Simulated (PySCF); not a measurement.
## Run report: Ce, atomic calculation

- system: Ce, configuration 1s2 2s2 2p6 3s2 3p6 3d10 4s2 4p6 4d10 4f1 5s2 5p6 5d1 6s2, multiplicity 3.
- method: unrestricted CAM-B3LYP, cc-pVDZ-X2C, spin-free X2C-1e, Gaussian nucleus (PySCF)

**Input file**
```python
from pyscf import gto, scf, dft, mp, cc
import basis_set_exchange as bse
mol = gto.M(atom="Ce 0 0 0", charge=0, spin=2, symmetry="D2h",
            basis=gto.basis.parse(bse.get_basis("cc-pVDZ-X2C", elements=["Ce"], fmt="nwchem", header=False)),
            nucmod="G")
mf = dft.UKS(mol, xc="CAMB3LYP").sfx2c1e()
mf.irrep_nelec = {'Ag': (11, 10), 'B1g': (2, 2), 'B2g': (2, 2), 'B3g': (2, 2), 'B1u': (4, 4), 'B2u': (5, 4), 'B3u': (4, 4)}
mf.kernel()
```

The script is an equivalent of what the driver set up; the driver started from orbitals of its own, so the log can be shorter than this script's would be, and it computed the properties (radii, ⟨L²⟩, response) afterwards. It held the occupations shell by shell, which the script's counts by irreducible representation don't always enforce.

Launched within a batch (the task file carries these settings):
```bash
OMP_NUM_THREADS=1 python <driver script> TASK.json OUT
```

**Log (extracts)**
```
damping factor = 0
level_shift factor = 0
DIIS = <class 'pyscf.scf.diis.CDIIS'>
diis_start_cycle = 1
diis_space = 10
diis_damp = 0
SCF conv_tol = 1e-09
SCF conv_tol_grad = None
number electrons alpha = 30  beta = 28
XC functionals = CAMB3LYP
    T. Yanai, D. P. Tew, and N. C. Handy.,  Chem. Phys. Lett. 393, 51 (2004)
cycle= 1 E= -8860.12529656003  delta_E= -0.00979  |g|= 0.0229  |ddm|= 0.594
cycle= 2 E= -8860.12597257703  delta_E= -0.000676  |g|= 0.0125  |ddm|= 0.156
cycle= 3 E= -8860.12615559563  delta_E= -0.000183  |g|= 0.00466  |ddm|= 0.0615
cycle= 4 E= -8860.12627787709  delta_E= -0.000122  |g|= 0.00274  |ddm|= 0.042
cycle= 5 E= -8860.12638272372  delta_E= -0.000105  |g|= 0.00137  |ddm|= 0.0474
cycle= 6 E= -8860.12641507726  delta_E= -3.24e-05  |g|= 0.000169  |ddm|= 0.0394
cycle= 7 E= -8860.12641533804  delta_E= -2.61e-07  |g|= 2.44e-05  |ddm|= 0.00524
cycle= 8 E= -8860.12641534163  delta_E= -3.6e-09  |g|= 3.42e-06  |ddm|= 0.000538
cycle= 9 E= -8860.12641534167  delta_E= -3.46e-11  |g|= 6.23e-07  |ddm|= 9.32e-05
converged SCF energy = -8860.12641534167  <S^2> = 2.0023435  2S+1 = 3.0015619
```

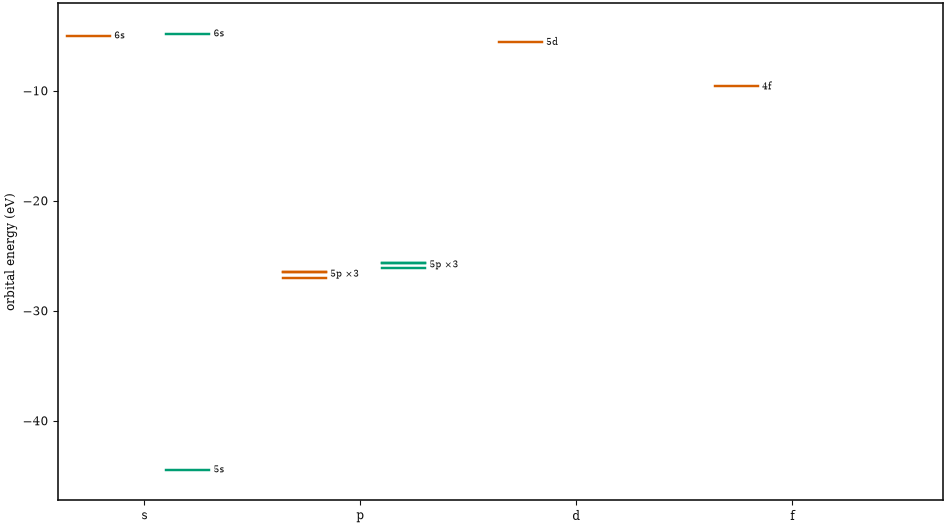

Figure 1. Orbital energies of the mean field, from the top down to −44.5 eV, by angular momentum, α spin at the left of each column and β at the right; ×n counts the orbitals under one label. The highest filled orbital is 6s β at −4.84 eV, the lowest empty one f α at −1.45 eV.

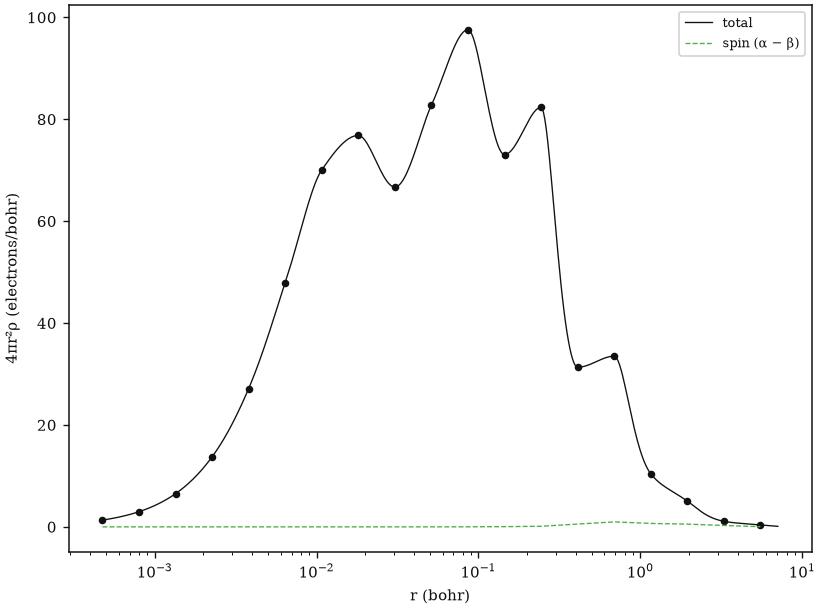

Figure 2. Spherically averaged radial density 4πr²ρ of the mean field and its spin part; markers are the stored points, which are sparse, and the line is a monotone interpolation between them. The largest stored value is 97.6 electrons/bohr at r = 0.086 bohr. Root-mean-square radii of the shells: 4d 0.802, 4f 1.23, 5s 1.61, 5p 1.88, 5d 3.08, 6s 4.67 bohr.

**Key numbers**

- outcome: converged
- total energy: −8860.1264 hartree
- ⟨S²⟩: 2.002
- ⟨L²⟩: 18.19
- SCF iterations: 9
- hardware: 1 CPU thread, shared host
- CPU time: 8.2 s (integrals apart)

**Remarks**

Radii and densities are those of the two-component orbitals, without the picture-change correction, so the innermost s shells come out slightly too small (about 1 % for 1s near Z = 40, more for heavier atoms). ⟨L²⟩ departs from that of the intended term, so the determinant mixes terms.
